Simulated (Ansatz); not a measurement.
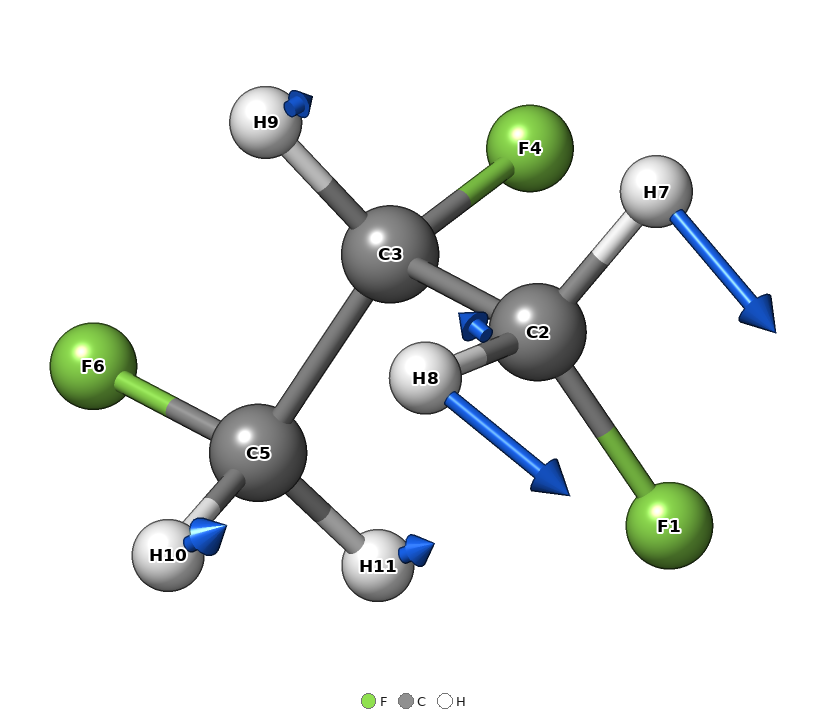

The arrows show one normal mode. Harmonic vibrations computed with RKS PBE0-D4/def2-TZVP (Ansatz 0.2.0) at a stationary point of the same level.

### Estimate its harmonic wavenumber.

1416 cm⁻¹; it is mode 19 of 27 counted from the lowest.
